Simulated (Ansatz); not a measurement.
SnPH₇: several calculations on one system

Part 1: Relaxation

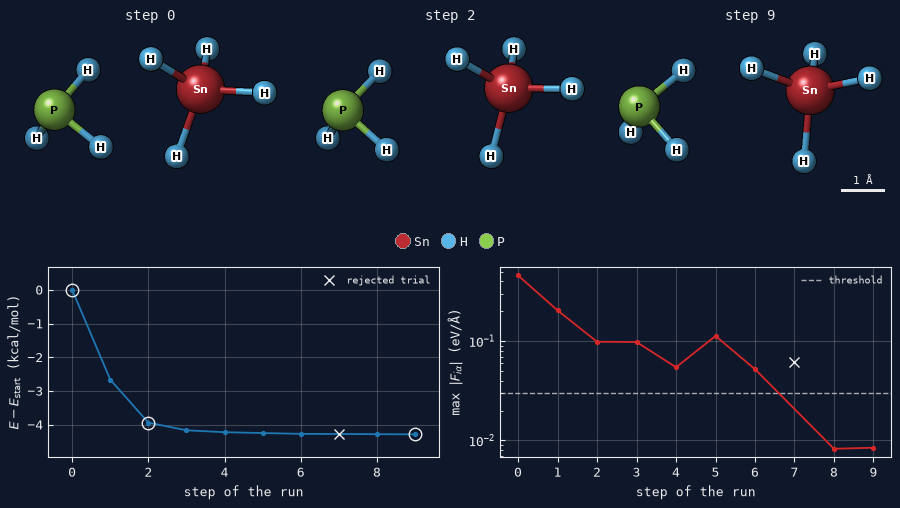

Frames of a relaxation of SnPH7, marked on the history of the run. A ball-and-stick model, seen from a free direction.

The run prepares an end point of a later path (reaction) calculation, from a guessed geometry.

Computed with Ansatz, RKS BHLYP-D4/def2-SVP.

Input
```yaml
crystal:
  periodic: [false, false, false]
  atoms:
    - { symbol: Sn, position_ang: [0.280447, -0.039927, -0.158215] }
    - { symbol: H, position_ang: [0.162314, -0.099108, 1.565051] }
    - { symbol: H, position_ang: [1.906123, 0.112334, -0.649481] }
    - { symbol: H, position_ang: [-0.619101, 1.303128, -0.697567] }
    - { symbol: H, position_ang: [-0.380287, -1.463321, -0.823304] }
    - { symbol: P, position_ang: [-2.992641, 0.227384, 1.478612] }
    - { symbol: H, position_ang: [-2.844664, -0.788876, 0.506612] }
    - { symbol: H, position_ang: [-3.550436, -0.647944, 2.446221] }
    - { symbol: H, position_ang: [-1.662255, 0.084231, 1.952272] }
basis:
  gaussian: { orbitals: def2-SVP }
hamiltonian:
  xc: { name: BHLYP }
  dispersion: d4
relax:
  f_tol: 0.03
  max_steps: 50
```

Launched with:
```bash
ansatz run input.yaml --threads 1 --pin off --max-ram 2048MiB --backend cpu --events-out ev --progress --plain --runs-dir out
```

Describe the path.

Answer. Over 8 accepted moves (9 points after the start) the energy falls by 4.29 kcal/mol. Largest force component: 0.46 eV/Å at the start, 0.0084 eV/Å at the end. The line search rejected the trial step at point 7 of the run. H2 moves most after the best rigid fit: 0.66 Å. By element the largest moves are H 0.66 Å, P 0.39 Å, Sn 0.23 Å. Among the contacts that change: Sn1–H2 1.728 → 1.704 Å. From step 0 to 2: H2 moves most (0.36 Å), energy −3.94 kcal/mol. From step 2 to 9: H atoms move most (0.32 Å), energy −0.35 kcal/mol.

```tsv
step	E − E(0), kcal/mol	largest force component, eV/Å	note
0	0.00	0.4605	
1	-2.67	0.2046	
2	-3.94	0.0988	
3	-4.17	0.0983	
4	-4.22	0.0546	
5	-4.25	0.1129	
6	-4.27	0.0523	
7	-4.27	0.0625	rejected
8	-4.28	0.0082	
9	-4.29	0.0084
```

Part 2: Relaxation

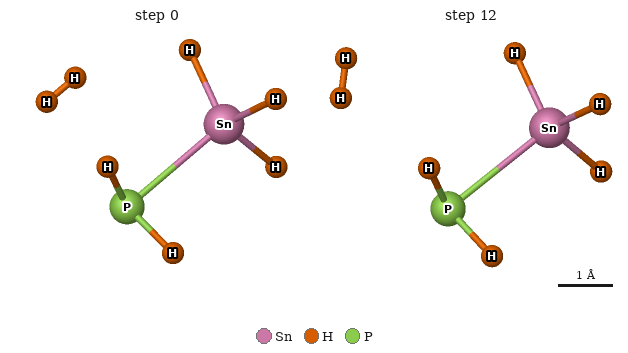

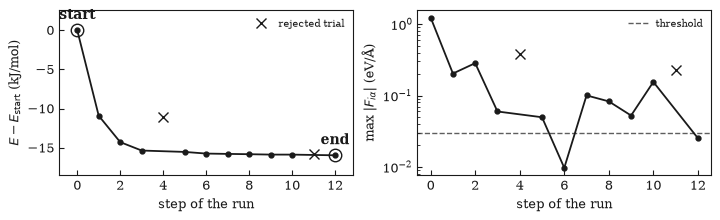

First and last geometry of a relaxation of SnPH7, with the history of the run. The picture is a ball-and-stick view, seen at a tilt.

The run prepares an end point of a later path (reaction) calculation, from a guessed geometry.

All numbers below come from RKS BHLYP-D4/def2-SVP in Ansatz 0.2.0.

Input file:
```yaml
crystal:
  periodic: [false, false, false]
  atoms:
    - { symbol: Sn, position_ang: [-0.587647, -0.072569, -0.420225] }
    - { symbol: H, position_ang: [0.018536, 0.115028, 2.460389] }
    - { symbol: H, position_ang: [0.901751, 0.090631, 0.391602] }
    - { symbol: H, position_ang: [-0.728075, 1.215344, -1.534764] }
    - { symbol: H, position_ang: [-0.586573, -1.545943, -1.288521] }
    - { symbol: P, position_ang: [-2.46582, 0.119307, 1.181401] }
    - { symbol: H, position_ang: [-3.444373, -0.246908, 0.221192] }
    - { symbol: H, position_ang: [-2.297015, -1.197376, 1.677617] }
    - { symbol: H, position_ang: [-0.511284, 0.210387, 2.931509] }
basis:
  gaussian: { orbitals: def2-SVP }
hamiltonian:
  xc: { name: BHLYP }
  dispersion: d4
relax:
  f_tol: 0.03
  max_steps: 50
output:
  orbitals: {}
```

Command:
```bash
ansatz run input.yaml --threads 1 --pin off --max-ram 2048MiB --backend cpu --events-out ev --progress --plain --runs-dir out
```

**Did the run converge, and what did it change?**

It converged. Over 10 accepted moves (12 points after the start) the energy falls by 16.0 kJ/mol. The largest force component goes from 1.2 to 0.025 eV/Å. The line search rejected the trial steps at points 4, 11 of the run. The forces were under the threshold at step 6, but the run went on from there. H2 moves most after the best rigid fit: 0.89 Å. Largest moves by element: H 0.89 Å, Sn 0.23 Å, P 0.14 Å. Near-neighbour distances that change, for instance: Sn1–P6 2.476 → 2.524 Å, H2–H9 0.715 → 0.754 Å.

Limits of the set-up: the start holds two separate molecules, 2.2 Å apart at their closest, whose relative position is a soft coordinate.

Part 3: Path

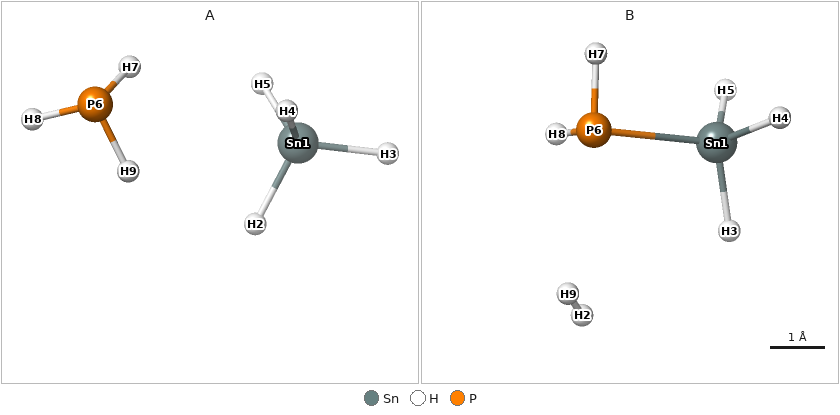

The two relaxed end points of a path for SnPH₇, made up at the start of SnH4 and PH3. A ball-and-stick model, seen at a tilt.

The calculation used RKS BHLYP-D4/def2-SVP in Ansatz.

Settings: 7 movable images; climbing image; force threshold 0.05 eV/Å; iteration limit 60.

Start:
```xyz
9

Sn    0.4965   -0.0914   -0.2037
H     0.8108   -0.2221    1.4661
H     1.9512    0.1999   -1.0427
H    -0.5872    1.1960   -0.4709
H    -0.1983   -1.5430   -0.7646
P    -3.3733    0.2350    1.5383
H    -2.9005   -0.6494    0.5378
H    -3.7920   -0.8088    2.4008
H    -2.1076    0.3718    2.1592
```

End:
```xyz
9

Sn   -0.5931   -0.1546   -0.6296
H     0.1883    0.2275    3.3384
H     0.8681    0.0330    0.2293
H    -0.7191    1.0709   -1.8102
H    -0.6064   -1.6812   -1.3949
P    -2.5123    0.1152    0.9881
H    -3.4906   -0.3090    0.0540
H    -2.3483   -1.1742    1.5536
H    -0.4870    0.5601    3.2915
```

Question: Predict the minimum-energy path and its barrier.

Answer: Forward barrier 3.06 eV, backward barrier 3.09 eV, with image 4 at the top; the reaction energy is −0.03 eV. Breaking: P6–H9 (1.42 → 1.94 at the top → 3.10 Å), Sn1–H2 (1.70 → 2.02 at the top → 4.06 Å). Forming: H2–H9 (3.06 → 0.98 at the top → 0.75 Å), Sn1–P6 (4.26 → 2.96 at the top → 2.52 Å). The band converged in 32 iterations. The largest component of the band force went from 5.2 to 0.044 eV/Å. The climbing image converged on the top of the path. Its vibrational analysis gives one imaginary mode (1804i cm⁻¹), as a transition state must have.

Energies of the converged images:

```csv
image,path (Å),E (eV)
0,0.00,0.000
1,1.58,0.005
2,3.16,0.015
3,4.74,0.108
4,6.32,3.059
5,8.52,0.062
6,10.72,-0.004
7,12.93,-0.012
8,15.13,-0.034
```

The geometry at the top of the path:

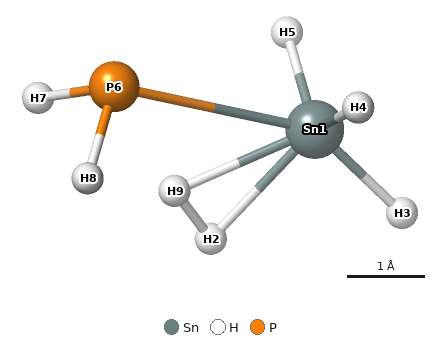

Limits of the set-up: the start holds two separate molecules, 3.1 Å apart at their closest, whose relative position is a soft coordinate.
